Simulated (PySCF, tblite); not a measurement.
# C3H12Si2: dynamics, then NMR shifts on frames, part 2 of 2

tblite 0.8.0 and PySCF 2.14.0. Atoms count from 0.

### 5 NMR shieldings: 625 fs, PBE0/pcSseg-1

Job settings and geometry (Å):

```
{"job": {"kind": "nmr", "xc": "PBE0", "basis": "pcSseg-1", "pop": false}, "charge": 0, "multiplicity": 1}
C     -3.335100     0.124800     0.666700
Si    -1.871100     0.413900     1.858600
C     -0.468300     0.975500     0.716600
C      0.896200     0.311100     0.602800
Si     2.345200     1.006000    -0.418700
H     -4.232000     0.763300     0.832500
H     -3.667800    -0.896200     0.583000
H     -3.049900     0.491900    -0.313500
H     -2.188700     1.373400     2.948200
H     -1.424200    -0.751900     2.478400
H     -0.176600     1.989400     1.042600
H     -0.789700     1.006200    -0.353900
H      0.699100    -0.684300     0.127600
H      1.222900     0.113600     1.634800
H      2.427400     0.012600    -1.432500
H      1.957800     2.220400    -1.025600
H      3.605700     1.056200     0.124800
```

With the program's defaults for keys left out, this is: GIAO PBE0/pcSseg-1 NMR shielding, non-relativistic, gas phase.

What it wrote:

```text
coarse grid: 13952 points
cycle   1  E = -699.9713129187  dE =  5.926e-02  |g| = 4.366e-01  |ddm| = 3.461e+00
cycle   2  E = -699.9488597860  dE =  2.245e-02  |g| = 5.213e-01  |ddm| = 8.398e-01
cycle   3  E = -700.0213725974  dE = -7.251e-02  |g| = 3.564e-02  |ddm| = 4.932e-01
cycle   4  E = -700.0216549756  dE = -2.824e-04  |g| = 1.772e-02  |ddm| = 5.169e-02
cycle   5  E = -700.0217335822  dE = -7.861e-05  |g| = 4.144e-03  |ddm| = 1.764e-02
cycle   6  E = -700.0217381307  dE = -4.549e-06  |g| = 4.688e-04  |ddm| = 4.462e-03
final grid: 121944 points
cycle   7  E = -700.0485105477  dE = -2.090e-05  |g| = 6.709e-03  |ddm| = 2.007e-02
cycle   8  E = -700.0485036916  dE =  6.856e-06  |g| = 8.398e-03  |ddm| = 1.271e-02
cycle   9  E = -700.0485222456  dE = -1.855e-05  |g| = 3.836e-04  |ddm| = 7.317e-03
cycle  10  E = -700.0485222729  dE = -2.722e-08  |g| = 1.589e-04  |ddm| = 4.831e-04
cycle  11  E = -700.0485222793  dE = -6.448e-09  |g| = 3.078e-05  |ddm| = 1.464e-04
cycle  12  E = -700.0485222795  dE = -2.271e-10  |g| = 5.027e-06  |ddm| = 3.767e-05
converged SCF energy = -700.0485222795

GIAO shielding tensors (ppm)
atom      isotropic    diamagn.    paramagn.     s11        s22        s33       span
  0 C      192.034     252.902     -60.868    172.614    198.241    205.249     32.634
  1 Si     393.747     880.485    -486.738    371.050    373.291    436.898     65.848
  2 C      173.113     250.903     -77.790    148.372    184.441    186.527     38.155
  3 C      181.912     252.317     -70.405    165.751    182.760    197.226     31.475
  4 Si     426.497     881.638    -455.141    378.330    414.440    486.722    108.392
  5 H       30.708      26.256       4.452     26.392     27.295     38.438     12.046
  6 H       31.297      30.083       1.214     26.668     28.206     39.016     12.348
  7 H       31.861      33.458      -1.597     26.345     31.436     37.803     11.458
  8 H       27.392      28.769      -1.377     23.824     25.714     32.639      8.814
  9 H       28.677      30.996      -2.319     25.409     27.435     33.188      7.779
 10 H       29.905      31.064      -1.159     23.354     31.553     34.809     11.455
 11 H       30.280      33.357      -3.077     23.556     31.445     35.838     12.282
 12 H       29.655      33.572      -3.918     23.165     30.402     35.397     12.232
 13 H       30.610      31.716      -1.106     23.989     31.098     36.743     12.754
 14 H       28.535      30.716      -2.181     24.288     27.354     33.962      9.675
 15 H       28.887      30.754      -1.867     25.349     27.567     33.744      8.395
 16 H       29.172      31.022      -1.850     25.470     26.833     35.213      9.743
```

It took 14 s on 1 thread of Arm Neoverse V2, shared host; peak memory 0.77 GiB.

Key values: δ C2 13.8, C3 5.0, C0 -5.1, Si1 -44.6, H8 4.32, H14 3.18 ppm.

### 6 Shielding tensors: 800 fs, PBE0/pcSseg-1

Job settings and geometry (Å):

```
{"job": {"kind": "nmr", "xc": "PBE0", "basis": "pcSseg-1", "pop": false}, "charge": 0, "multiplicity": 1}
C     -3.740400     0.139000     1.233800
Si    -2.001200     0.182300     1.947900
C     -0.753300     0.528500     0.568400
C      0.817000     0.162300     0.818200
Si     1.972000     1.382600    -0.066800
H     -4.198100    -0.890000     1.073300
H     -3.907800     0.760000     0.360600
H     -4.325700     0.547300     2.072100
H     -1.950900     1.052600     3.095700
H     -1.618500    -1.033000     2.613400
H     -0.716500     1.575100     0.428200
H     -1.053700     0.051100    -0.355500
H      0.956700    -0.726800     0.389500
H      0.988300     0.012900     1.845400
H      2.552500     0.548000    -1.129600
H      1.242700     2.535000    -0.783800
H      3.042800     1.937300     0.864000
```

With the program's defaults for keys left out, this is: GIAO PBE0/pcSseg-1 NMR shielding, non-relativistic, gas phase.

What it wrote:

```text
coarse grid: 13952 points
cycle   1  E = -699.9772091075  dE = -2.346e-02  |g| = 4.324e-01  |ddm| = 3.446e+00
cycle   2  E = -699.9631616246  dE =  1.405e-02  |g| = 4.859e-01  |ddm| = 7.778e-01
cycle   3  E = -700.0256261181  dE = -6.246e-02  |g| = 3.168e-02  |ddm| = 4.514e-01
cycle   4  E = -700.0258789522  dE = -2.528e-04  |g| = 1.228e-02  |ddm| = 4.630e-02
cycle   5  E = -700.0259139753  dE = -3.502e-05  |g| = 4.605e-03  |ddm| = 1.479e-02
cycle   6  E = -700.0259195257  dE = -5.550e-06  |g| = 4.558e-04  |ddm| = 4.195e-03
final grid: 121944 points
cycle   7  E = -700.0549362880  dE = -2.300e-05  |g| = 6.886e-03  |ddm| = 1.942e-02
cycle   8  E = -700.0549311244  dE =  5.164e-06  |g| = 8.120e-03  |ddm| = 1.230e-02
cycle   9  E = -700.0549483853  dE = -1.726e-05  |g| = 3.131e-04  |ddm| = 7.006e-03
cycle  10  E = -700.0549484030  dE = -1.766e-08  |g| = 1.123e-04  |ddm| = 4.084e-04
cycle  11  E = -700.0549484060  dE = -3.002e-09  |g| = 3.498e-05  |ddm| = 1.185e-04
cycle  12  E = -700.0549484063  dE = -3.020e-10  |g| = 5.341e-06  |ddm| = 3.353e-05
converged SCF energy = -700.0549484063

GIAO shielding tensors (ppm)
atom      isotropic    diamagn.    paramagn.     s11        s22        s33       span
  0 C      195.239     247.694     -52.455    188.827    194.176    202.714     13.887
  1 Si     395.010     881.067    -486.057    353.739    359.504    471.787    118.048
  2 C      177.434     252.701     -75.267    155.798    171.779    204.727     48.929
  3 C      190.266     252.919     -62.653    173.518    187.278    210.003     36.484
  4 Si     404.724     879.401    -474.678    332.944    416.248    464.980    132.035
  5 H       30.103      27.007       3.096     25.755     26.908     37.646     11.891
  6 H       31.654      29.787       1.867     26.736     29.992     38.232     11.495
  7 H       31.140      24.638       6.502     25.582     28.842     38.995     13.414
  8 H       27.891      30.598      -2.707     24.106     26.844     32.723      8.617
  9 H       28.054      30.721      -2.667     24.634     27.161     32.367      7.734
 10 H       31.620      34.690      -3.070     25.033     33.497     36.330     11.297
 11 H       31.021      34.948      -3.928     25.310     31.199     36.553     11.243
 12 H       33.216      37.081      -3.865     27.749     31.969     39.931     12.182
 13 H       32.309      33.445      -1.135     26.074     31.982     38.872     12.798
 14 H       27.391      29.331      -1.940     23.597     25.732     32.843      9.246
 15 H       26.981      28.612      -1.631     23.758     26.306     30.881      7.123
 16 H       26.789      27.813      -1.025     23.366     24.831     32.170      8.804
```

It took 14 s on 1 thread of Arm Neoverse V2, shared host; peak memory 0.77 GiB.

This run: δ C2 9.5, C3 -3.3, C0 -8.3, Si1 -45.9, H16 4.93, H15 4.74 ppm.

### 7 Nuclear shieldings: 1000 fs, PBE0/pcSseg-1

Job settings and geometry (Å):

```
{"job": {"kind": "nmr", "xc": "PBE0", "basis": "pcSseg-1", "pop": false}, "charge": 0, "multiplicity": 1}
C     -3.852300     0.583800     2.168900
Si    -2.057700     0.307700     1.827900
C     -1.160900     1.515500     0.649600
C      0.256400     0.970600     0.780200
Si     1.540700     1.691700    -0.462000
H     -4.576400     0.805900     1.300600
H     -4.227300     1.285300     2.874900
H     -4.194300    -0.408900     2.552000
H     -1.489900     0.018600     3.155600
H     -2.012500    -0.958400     1.057400
H     -1.278100     2.608800     0.893400
H     -1.516200     1.439600    -0.373100
H      0.183200    -0.168600     0.564500
H      0.455300     1.038800     1.808900
H      1.525700     0.957600    -1.783400
H      1.320100     3.346000    -0.650000
H      3.030600     1.588000    -0.048100
```

Method: GIAO PBE0/pcSseg-1 NMR shielding, non-relativistic, gas phase.

What it wrote:

```text
coarse grid: 13952 points
cycle   1  E = -699.9764409741  dE = -8.958e-02  |g| = 4.264e-01  |ddm| = 3.429e+00
cycle   2  E = -699.9599788511  dE =  1.646e-02  |g| = 4.899e-01  |ddm| = 7.537e-01
cycle   3  E = -700.0232425349  dE = -6.326e-02  |g| = 3.549e-02  |ddm| = 4.414e-01
cycle   4  E = -700.0235234997  dE = -2.810e-04  |g| = 1.730e-02  |ddm| = 5.593e-02
cycle   5  E = -700.0235985016  dE = -7.500e-05  |g| = 4.781e-03  |ddm| = 1.953e-02
cycle   6  E = -700.0236042318  dE = -5.730e-06  |g| = 4.993e-04  |ddm| = 4.589e-03
final grid: 121944 points
cycle   7  E = -700.0519453857  dE = -1.894e-05  |g| = 6.512e-03  |ddm| = 1.890e-02
cycle   8  E = -700.0519394102  dE =  5.975e-06  |g| = 8.013e-03  |ddm| = 1.219e-02
cycle   9  E = -700.0519562807  dE = -1.687e-05  |g| = 4.131e-04  |ddm| = 6.916e-03
cycle  10  E = -700.0519563104  dE = -2.973e-08  |g| = 1.794e-04  |ddm| = 5.093e-04
cycle  11  E = -700.0519563188  dE = -8.328e-09  |g| = 2.671e-05  |ddm| = 1.660e-04
cycle  12  E = -700.0519563189  dE = -1.626e-10  |g| = 5.285e-06  |ddm| = 3.288e-05
converged SCF energy = -700.0519563189

GIAO shielding tensors (ppm)
atom      isotropic    diamagn.    paramagn.     s11        s22        s33       span
  0 C      189.487     244.913     -55.426    179.071    190.449    198.940     19.870
  1 Si     384.356     879.743    -495.387    336.234    357.473    459.362    123.128
  2 C      172.920     252.948     -80.028    155.352    172.910    190.499     35.147
  3 C      176.123     257.369     -81.246    165.016    175.468    187.887     22.871
  4 Si     403.973     878.017    -474.043    357.923    387.381    466.616    108.694
  5 H       30.045      27.140       2.906     25.741     27.525     36.870     11.129
  6 H       31.801      26.234       5.568     27.637     28.722     39.045     11.407
  7 H       31.087      25.717       5.371     26.073     28.499     38.691     12.618
  8 H       27.338      30.234      -2.896     23.431     27.235     31.349      7.919
  9 H       27.508      31.234      -3.727     23.620     27.474     31.429      7.810
 10 H       30.013      29.926       0.087     25.712     28.661     35.666      9.954
 11 H       30.960      33.424      -2.464     26.730     29.790     36.359      9.629
 12 H       29.113      34.343      -5.230     23.590     30.153     33.597     10.007
 13 H       31.325      34.999      -3.673     25.223     31.912     36.841     11.619
 14 H       26.790      28.559      -1.769     23.611     25.122     31.637      8.027
 15 H       25.333      25.910      -0.578     22.424     24.052     29.521      7.097
 16 H       26.303      27.294      -0.991     23.231     24.211     31.467      8.236
```

It took 14 s on 1 thread of Arm Neoverse V2, shared host; peak memory 0.77 GiB.

Key values: δ C2 14.0, C3 10.8, C0 -2.6, Si1 -35.2, H15 6.38, H16 5.41 ppm.

### 8 Run by run: NMR shifts

Shifts (ppm) of some atoms, chosen among heavy atoms and hydrogens apart, with basis size and wall time:

| frame | C2 | C0 | C3 | H15 | H12 | Si1 | Si4 | functions | time |
| --- | --- | --- | --- | --- | --- | --- | --- | --- | --- |
| 250 fs | 11.1 | 0.0 | -1.8 | 3.45 | 0.63 | -14.8 | -70.5 | 159 | 15 s |
| 425 fs | 23.3 | 2.5 | 7.7 | 3.25 | 1.18 | -26.6 | -59.9 | 159 | 14 s |
| 625 fs | 13.8 | -5.1 | 5.0 | 2.83 | 2.06 | -44.6 | -77.3 | 159 | 14 s |
| 800 fs | 9.5 | -8.3 | -3.3 | 4.74 | -1.50 | -45.9 | -55.6 | 159 | 14 s |
| 1000 fs | 14.0 | -2.6 | 10.8 | 6.38 | 2.60 | -35.2 | -54.8 | 159 | 14 s |

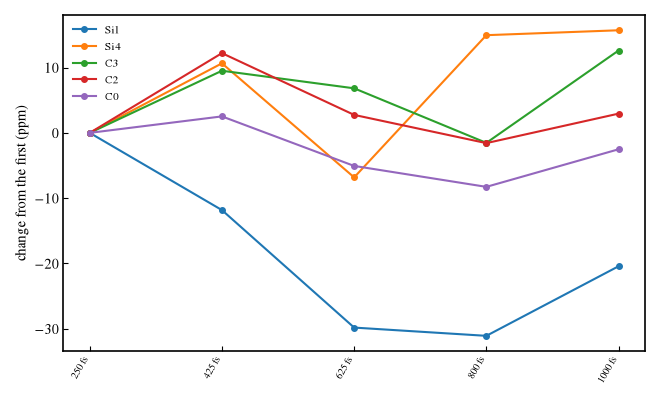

How five of the tabulated atoms move from run to run.

### 9 Summary of results

The summary covers parts 1 to 2.

| quantity | value |
| --- | --- |
| thermostat | 400 K |
| mean temperature, second half | 410 K |
| mean potential energy above the minimum | 0.81 eV |
| 13C shifts against TMS (PBE0/pcSseg-1, 250 fs) | 11.1, 0.0, -1.8 ppm |
| 1H shifts against TMS (PBE0/pcSseg-1, 250 fs) | 5.67, 5.52, 3.94, 3.67, 3.45, 1.17, 1.11, 0.81, 0.71, 0.63, 0.57, 0.21 ppm |
| 29Si shifts against TMS (PBE0/pcSseg-1, 250 fs) | -14.8, -70.5 ppm |
| range of the shift of Si1 | -45.9 to -14.8 ppm |

What this shows: In the second half the potential energy averages 0.81 eV above the minimum; equipartition over 45 harmonic modes at 400 K would give 0.78 eV. With 17 atoms the temperature swings widely (275 to 600 K). Shifts at one fixed geometry are not the observed spectrum, which averages over the motion. In the first frame run (250 fs): Shielding is most anisotropic at Si1 (span 118 ppm, paramagnetic term -516 ppm). Across the 5 runs the shift of Si1 moves most, between -45.9 (800 fs) and -14.8 ppm (250 fs).
